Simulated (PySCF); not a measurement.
## A study: C₂H₆BF, SMILES `CCBF`

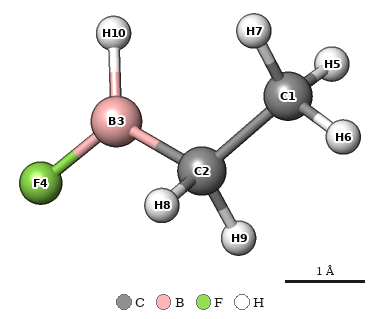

The molecule, with its atoms numbered as below. No frequency check shows the geometry to be a minimum.

Geometry (Å), atoms numbered from 1:

```
C1       1.8787    0.1866   -0.0012
C2       0.5121   -0.4987    0.0016
B3      -0.7420    0.4572    0.0016
F4      -1.9419   -0.0886   -0.0015
H5       1.9895    0.8122   -0.8838
H6       2.6816   -0.5477    0.0005
H7       1.9904    0.8174    0.8766
H8       0.4460   -1.1622    0.8697
H9       0.4451   -1.1674   -0.8634
H10     -0.7102    1.6316    0.0035
```

## 1. Removing or adding an electron

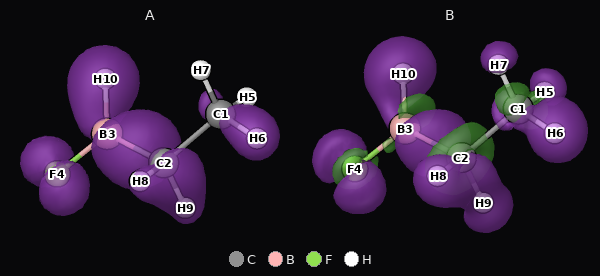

The Fukui function f⁻ from two separate SCF calculations and the density of the HOMO, at ±0.03 e/Å³ (purple positive, green negative).

Method: BLYP/6-311+G**; geometry: GFN2-xTB; program: PySCF.

Question: Which panel is which, and how good is the frozen-orbital picture?

Answer: B is f⁻ (it has negative regions), A the HOMO density. The HOMO lies on C2 (26 %), B3 (21 %) and F4 (18 %); f⁻ (Hirshfeld-condensed) is largest on F4 (0.15), B3 (0.15) and H10 (0.14); the vertical ionisation energy is 10.52 eV. Relaxation shifts 22 % of the electron between atoms. The orbital energy is −7.12 eV.

## 2. Localised orbitals

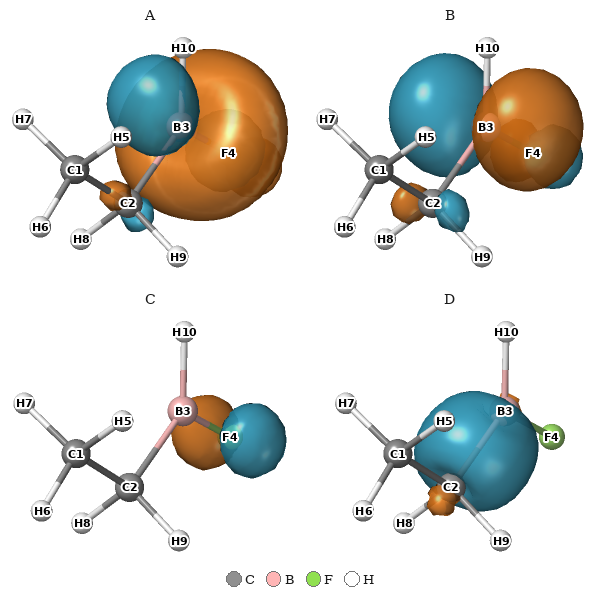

Intrinsic bond orbitals (IBO), occupied and valence-virtual; each surface holds about 70 % of the orbital's density. Energies are diagonal elements of the Fock matrix.

Method: PBE/def2-SVP; geometry: GFN2-xTB; program: PySCF. This is a single-reference result, which may miss multireference character in this system.

Question: Identify each orbital.

Answer: By panel:
- A: σ* orbital B3–F4, mostly on B3 (B3 76 %, F4 23 %; 7.3 eV)
- B: π* orbital B3–F4, mostly on B3 (B3 86 %, F4 11 %; −0.8 eV)
- C: lone pair on F4 (p-type) (F4 89 %, B3 10 %; −10.7 eV)
- D: σ bond C2–B3 (C2 59 %, B3 41 %; −11.1 eV)

Question: How do all the valence pairs divide up?

Answer: 12 pairs: 9 σ bonds and 3 lone pairs.

## 3. Stretching a bond

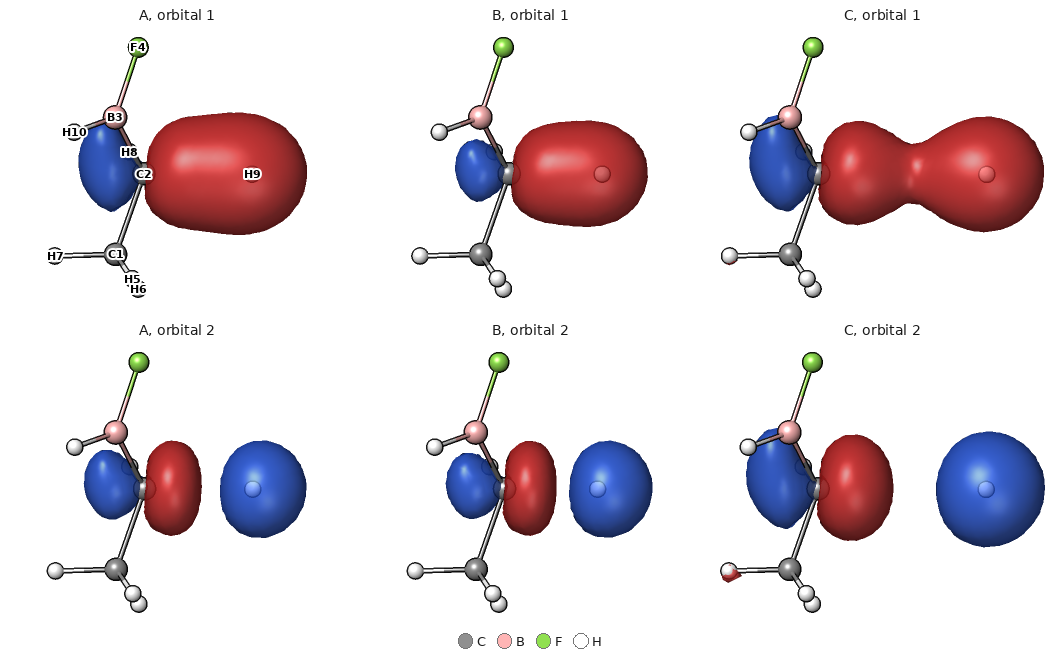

Rigid stretch of the C2–H9 bond. The two CASSCF(2,2) natural orbitals nearest half filling (orbital 1 the more occupied).

Computed with PySCF, cc-pVDZ basis, geometry: GFN2-xTB.

Question: The columns are at 1.66, 1.93 and 3.00 Å, in some order. Assign them, and give the occupations.

Answer: A: 1.93 Å, occupations 1.83 and 0.17. B: 1.66 Å, occupations 1.91 and 0.09. C: 3.00 Å, occupations 1.30 and 0.70.

Question: Where does the UHF solution part from RHF?

Answer: Between 1.44 Å (⟨S²⟩ = 0, the two coincide) and 1.66 Å (⟨S²⟩ = 0.02); at 3.00 Å ⟨S²⟩ is 0.99 and UHF lies 3.2 eV below RHF.

Question: How much energy does the stretch cost?

Answer: By CASSCF, 4.0 eV from the lowest point of the scan (1.07 Å) to 3.00 Å; RHF gives 6.8 eV from its own lowest point. The fragments aren't relaxed and dynamic correlation is missing, so this isn't a bond dissociation energy.
